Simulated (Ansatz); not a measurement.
# Li2H: a trial structure relaxed

Aim: relax a trial structure of Li2H and see where it ends.

Method: DFT PBE, scalar-relativistic, plane waves, PAW, in Ansatz 0.2.0.

## 1. The starting structure

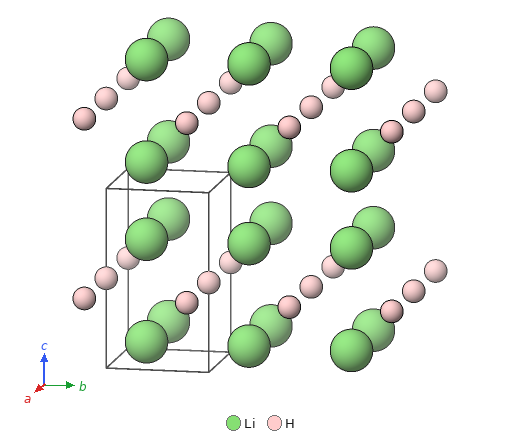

Start, viewed slightly off an axis; lithium green, hydrogen pink. 2×3×2 cells are drawn. Atoms on the faces are drawn again on the opposite ones.

Structure file:

```
Li H
1.0
     2.66111    0.00000    0.00000
     0.00000    2.66111    0.00000
     0.00000    0.00000    4.65317
Li H
2 1
Direct
  0.50000 0.50000 0.21473
  0.50000 0.50000 0.78527
  0.00000 0.00000 0.50000
```

Recipe of the guess: random cell by space group and Wyckoff sites (P4/mmm, No. 123). Its size is a rough estimate.

## 2. Probe: one point on a coarse mesh

input.yaml

```yaml
crystal:
  lattice:
    - [2.66111238, 0.0, 0.0]
    - [0.0, 2.66111238, 0.0]
    - [0.0, 0.0, 4.65316898]
  atoms:
    - { symbol: Li, position: [0.5, 0.5, 0.21472872] }
    - { symbol: Li, position: [0.5, 0.5, 0.78527128] }
    - { symbol: H, position: [0.0, 0.0, 0.5] }
basis:
  ecutwfc: 420
kpoints:
  mp_grid: { grid: [6, 6, 4] }
hamiltonian:
  xc: pbe
scf:
  occupations: { method: gaussian, width: 0.1 }
  lower_state_search: "off"
output:
  forces: true
  stress: true
  eigenvalues: true
```

Run with:

```
$ ansatz run input.yaml --threads 1 --pin off --max-ram 2048MiB --backend cpu --events-out ev --progress --plain --runs-dir out
```

The session goes on with these runs: coarse relaxation; final relaxation.

What does the calculation give? Wanted: conventional cell; volume; energy over the elements; gap on the mesh.

**Answer**, as computed:

| quantity | value |
| --- | --- |
| symmetry at the end (tolerance 0.05 Å) | space group P4/mmm (No. 123) |
| conventional cell | a = 2.556 Å, b = 2.556 Å, c = 5.158 Å, α = 90.00°, β = 90.00°, γ = 90.00° |
| volume | 11.23 Å³/atom |
| energy over the elements (uncorrected; H, N, O, F and Cl as molecules) | -0.09 eV/atom |
| gap on the mesh | none (metal) |

**Reading.** The space group P4/mmm (No. 123) is kept, and the volume per atom grows by 2.3 % from the first guess. It lies below the elements, which doesn't yet make it stable: competing phases were not computed in this session. No finished test with a distortion of lower symmetry is shown, so the end may be a saddle point.
